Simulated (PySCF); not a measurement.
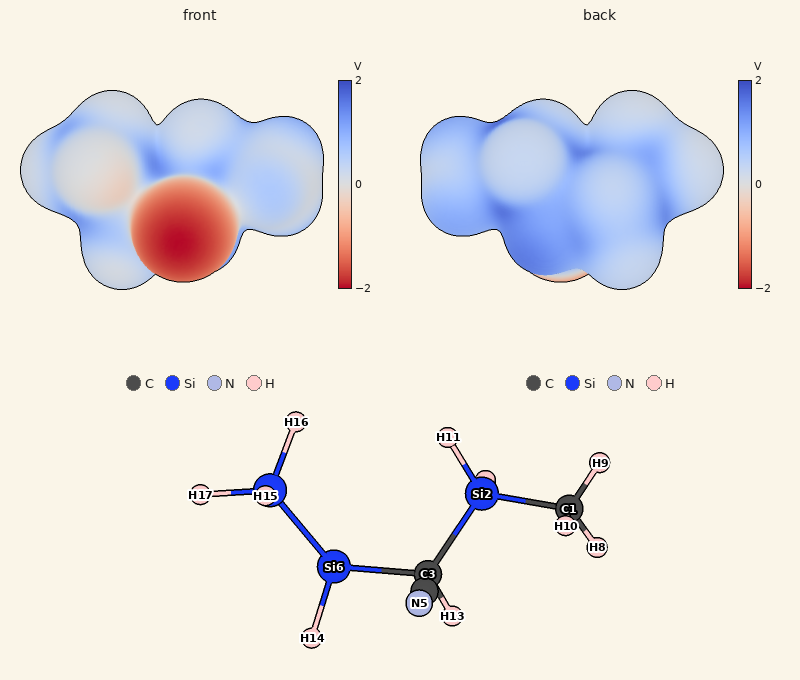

Figure 1: C₃H₁₀NSi₃ (doublet). The molecular electrostatic potential painted on the density surface at 0.002 e/bohr³, seen from the front and from behind; the colour scale runs from red (negative) to blue (positive). The bare structure is drawn below in the same view.

Geometry: GFN2-xTB.

The calculation used PySCF, UKS B3LYP, pcH-1 on C H N Si, non-relativistic, mean-field spin-orbit, GIAO.

```tsv
atom	x (Å)	y (Å)	z (Å)
C	2.9311	0.1297	0.5768
Si	1.2532	0.7524	-0.0456
C	0.1272	-0.7520	-0.4396
C	-0.0065	-1.5522	0.7222
N	-0.1632	-2.1605	1.6839
Si	-1.6934	-0.3204	-0.9591
Si	-2.9401	0.7201	0.6511
H	3.4713	-0.4118	-0.1957
H	3.5606	0.9531	0.9010
H	2.8040	-0.5435	1.4209
H	0.5946	1.5728	0.9751
H	1.3896	1.5025	-1.3000
H	0.5958	-1.3527	-1.2230
H	-2.1766	-1.5794	-1.5669
H	-3.0904	0.1073	1.9740
H	-2.3724	2.0578	0.8679
H	-4.2919	0.8888	0.1069
```

> Which sites attract a positive test charge, and which a negative one?

A positive charge is drawn to the negative regions and a negative charge to the positive ones. The most negative region (about −1.9 V) lies over N5, the most positive (about +1.5 V) over Si2 and H13. N5 is the likeliest acceptor of a hydrogen bond.
